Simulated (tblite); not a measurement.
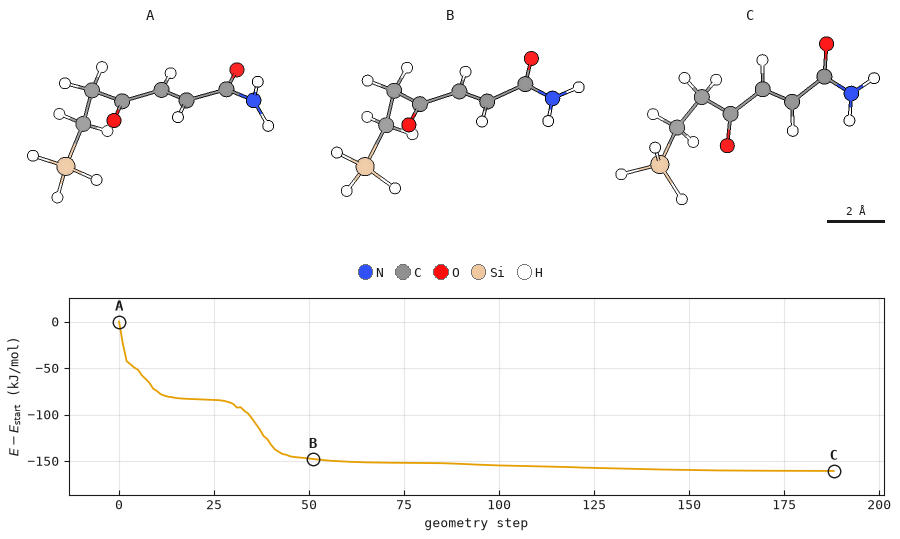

Frames of a relaxation of C₆H₁₁NO₂Si, marked on the history of the run. Style: ball-and-stick. Shown at a tilt.

Method: GFN2-xTB geometry optimisation, gas phase in tblite 0.8.0. 

Describe the path.

The atom that moves furthest after the best rigid fit is an H atom (1.68 Å). By element the largest moves are H 1.68 Å, O 1.45 Å, C 0.70 Å, Si 0.34 Å, N 0.32 Å. Among the contacts that change: O–Si 3.095 → 2.578 Å, C–N 1.434 → 1.355 Å, C–O 1.269 → 1.213 Å, C–Si 1.859 → 1.914 Å. Bond angles that change, for instance: C–Si–H 111.1° → 104.3°, H–Si–H 112.4° → 105.9°, H–Si–H 109.1° → 114.9°. Groups turn about C–N by about 90°, C–C by about 60°, C–Si by about 35°. Over 188 geometry steps the energy falls by 160.6 kJ/mol. From step 0 to 51: an H atom moves most (1.23 Å), energy −147.9 kJ/mol. From step 51 to 188: O and H atoms move most (1.35 Å), energy −12.8 kJ/mol.

| step | E − E(0), kJ/mol |
| --- | --- |
| 0 | 0.00 |
| 1 | -23.88 |
| 2 | -42.50 |
| 3 | -45.87 |
| 4 | -49.39 |
| 5 | -51.86 |
| 6 | -57.78 |
| 7 | -61.67 |
| 8 | -65.91 |
| 9 | -72.19 |
| 10 | -74.75 |
| 19 | -83.25 |
| 29 | -86.75 |
| 38 | -122.90 |
| 47 | -146.06 |
| 57 | -150.04 |
| 66 | -151.50 |
| 76 | -151.99 |
| 85 | -152.33 |
| 94 | -153.85 |
| 104 | -155.17 |
| 113 | -155.95 |
| 122 | -157.07 |
| 132 | -158.19 |
| 141 | -158.98 |
| 151 | -159.72 |
| 160 | -160.19 |
| 169 | -160.42 |
| 179 | -160.60 |
| 188 | -160.65 |
